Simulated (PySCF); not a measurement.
# C2H2N2S (1,2,5-Thiadiazole): the cost of one run

Programs: PySCF 2.14.0, with density-fitted response routines of our own. Each step states its level of theory. These are calculated values for one molecule in the gas phase, unless marked as measured. Atoms are numbered from 0 throughout.

## 1. The molecule as given

7 atoms, charge 0, multiplicity 1; geometry from: GFN2-xTB. The atoms were then displaced at random by about 0.01 Å, so the start is not that level's minimum.

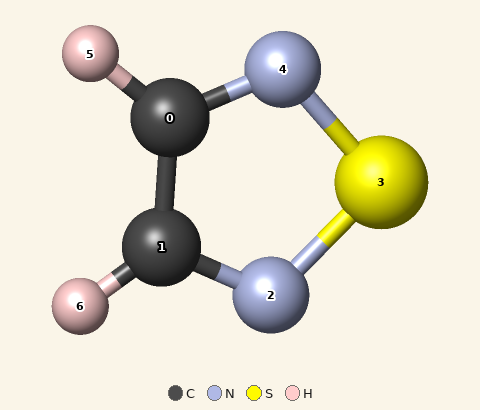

As it starts; carbon dark grey, nitrogen light blue, sulfur yellow, hydrogen pink, atoms numbered.

## 2. Geometry optimisation at PBE0-D3(BJ)/def2-SVP

Job settings and geometry (Å):

```
{"job": {"xc": "PBE0", "basis": "def2-SVP", "d3": "d3bj", "grid": 1, "shake": 0.01, "kind": "geom"}, "charge": 0, "multiplicity": 1}
C     -0.370270     0.697110     0.062500
C     -0.468020    -0.684870    -0.033120
N      0.700380    -1.247160    -0.121660
S      1.888940    -0.086700    -0.083530
N      0.840860     1.163820     0.030150
H     -1.216600     1.414560     0.132110
H     -1.341340    -1.285850    -0.036390
```

The run is started by

```
$ OMP_NUM_THREADS=1 python probes_run.py task.json out
```

One launch serves the whole session: the jobs run in the order shown.

Q: Estimate the wall time and peak memory of this first job on 1 thread of Arm Neoverse V1, shared host.

About 18 s, with a peak of 0.36 GiB.
